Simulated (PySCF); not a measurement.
# CH2F, doublet, SMILES `[CH2]F`: electronic structure

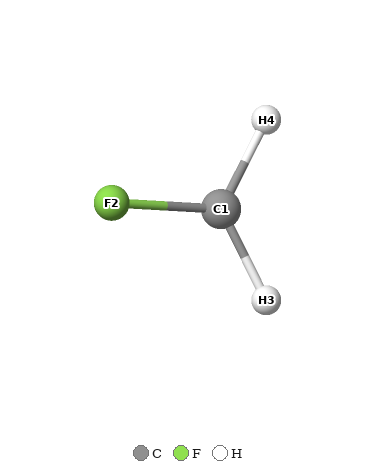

The molecule, with its atoms numbered as below. No frequency check shows the geometry to be a minimum.

Cartesian coordinates (Å):

```
C1       0.6499   -0.0000   -0.0422
F2      -0.6812   -0.0000    0.0073
H3       1.1160   -0.9544    0.0937
H4       1.1158    0.9547    0.0937
```

### 1. Bonding charge

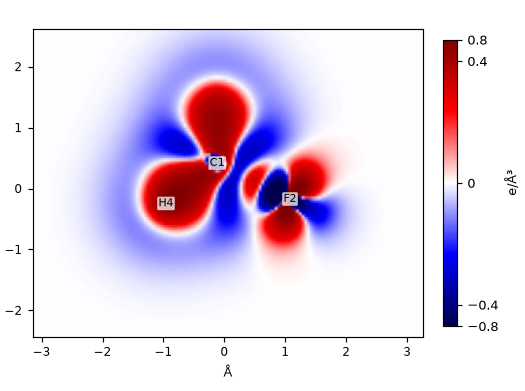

Deformation density (molecule less spherical, spin-averaged free atoms) in the plane of C1, F2 and H4; colour scale in e/Å³, logarithmic beyond ±0.1; red: gain, blue: loss.

Level of theory: B3LYP/6-31G* (PySCF), at a geometry from GFN2-xTB. The stability of the open-shell solution wasn't checked. GFN2-xTB doesn't know the spin state, so this open-shell geometry is rough.

Question: Describe the bonding that the map shows.

Answer: C1–H4: +0.73 e/Å³ at the bond critical point (bond length 1.07 Å, Mayer order 0.9). C1–F2: −0.07 e/Å³ at the bond critical point (bond length 1.33 Å, Mayer order 1.1); up to 0.6 Å beside the axis the gain reaches +0.18 e/Å³. In all, 0.8 electrons gather in the regions of gain relative to the promolecule. A small or negative value marks a very polar bond, one between electron-rich atoms, whose free-atom densities already overlap strongly, a long bond to a heavier atom, or a closed-shell contact such as a hydrogen bond.

Question: Where do the Hirshfeld charges lie?

Answer: The highest Hirshfeld charge is on H3 and H4 (+0.05 e), the lowest on F2 (−0.08 e).

```tsv
atom	charge (e)
C1	−0.01
F2	−0.08
H3	+0.05
H4	+0.05
```

### 2. Bond critical points

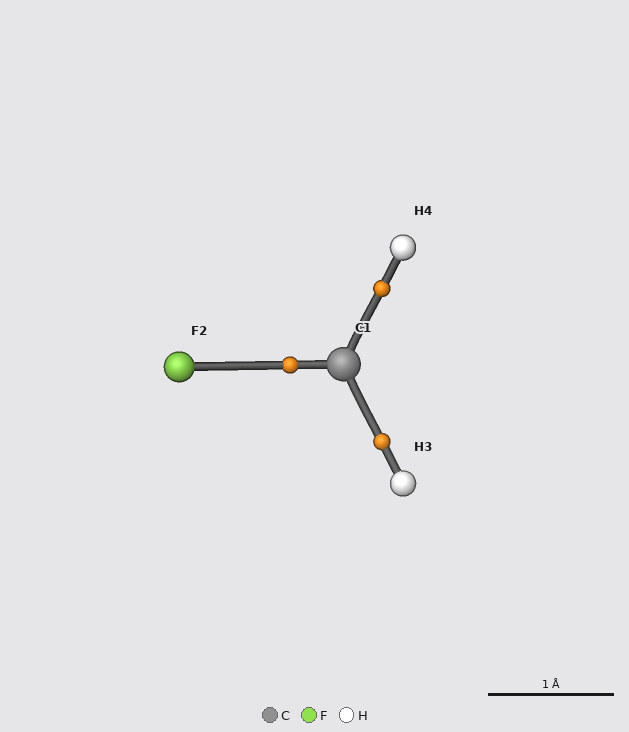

Molecular graph of the electron density (QTAIM): bond paths, bond critical points (orange), ring points (yellow, if any); weak paths are dashed.

Question: How many critical points of each kind are there, and does the count close?

Answer: 4 nuclei, 3 bond, 0 ring and 0 cage critical points: 4 − 3 + 0 − 0 = 1, as the Poincaré–Hopf relation requires.

Question: Give the properties at the bond critical points.

Answer:
```json
{"bond": "C1–H3 (2 alike)", "length (Å)": "1.071", "ρ (a.u.)": "0.290", "∇²ρ (a.u.)": "−1.08", "ε": "0.09", "H (a.u.)": "−0.307"}
{"bond": "C1–F2", "length (Å)": "1.332", "ρ (a.u.)": "0.256", "∇²ρ (a.u.)": "+0.48", "ε": "0.19", "H (a.u.)": "−0.348"}
```

Question: What kind of interaction is C1–H3?

Answer: Shared-shell (covalent): ρ = 0.290, ∇²ρ = −1.08, H = −0.307 a.u.

### 3. Local ionisation energy

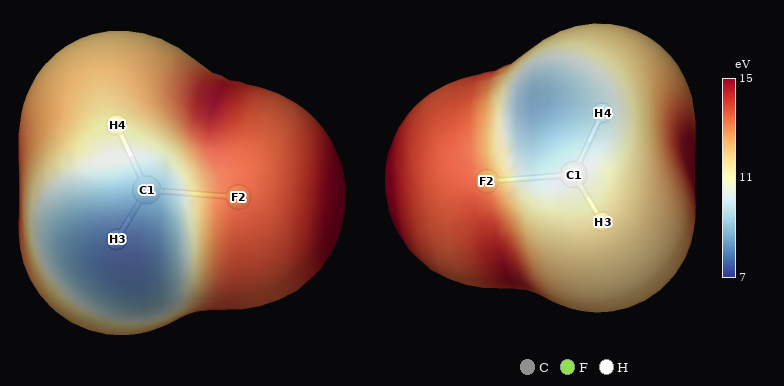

Average local ionisation energy on the surface of electron density 0.001 a.u. (back view left, front view right).

Question: Locate the minima of the map.

Answer: The lowest value is 7.4 eV, over C1, off the plane of its three bonds (2.0 Å). Further minima include 8.5 eV, over C1, off the plane of its three bonds (1.9 Å). For comparison, the highest occupied orbital lies at −5.5 eV.

Question: What volume does the surface enclose, and what is the dipole moment?

Answer: About 41 Å³; the dipole moment is 1.2 D.

### 4. Spin density

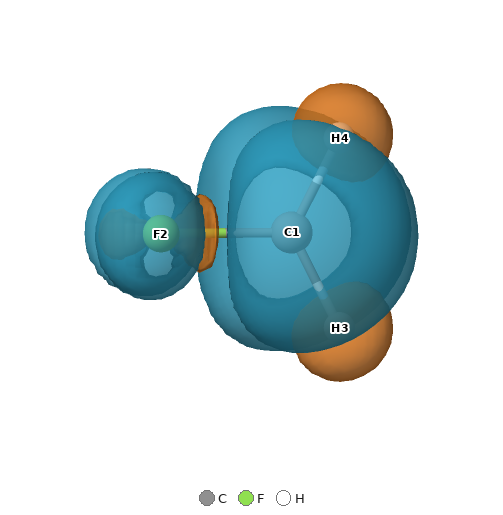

Spin density ρα − ρβ at ±0.01 e/Å³ (light blue: excess α, orange: excess β).

Question: How is the spin shared among the atoms?

Answer: Hirshfeld spin populations: C1 +0.76, F2 +0.15 and H3 and H4 +0.05. ⟨S²⟩ = 0.75, as for a pure state. The picture also shows regions of β spin from spin polarisation; the Hirshfeld sums, whose atoms overlap, net them against the α spin of neighbours.

### 5. In an electric field

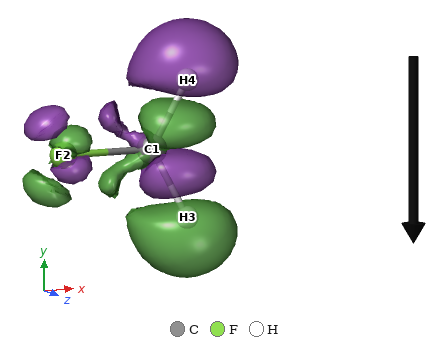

Change of the electron density in a uniform field of 0.51 V/Å along −y (arrow), surfaces at ±0.004 e/Å³ (purple: gain, green: loss).

Level of theory: PBE0/cc-pVDZ (PySCF), at a geometry from GFN2-xTB. A basis without diffuse functions makes polarisabilities too small. The stability of the open-shell solution wasn't checked. GFN2-xTB doesn't know the spin state, so this open-shell geometry is rough.

Question: How large is the response?

Answer: The induced dipole is 0.30 D (along the field); α along this axis, from the fields in both directions, is 12 bohr³ (1.7 Å³).

Question: Which atoms gain and lose the most charge?

Answer: Electrons gather most on H4 (Hirshfeld charge changes by −0.016 e) and leave H3 most (+0.015 e); 0.036 electrons are displaced in all.
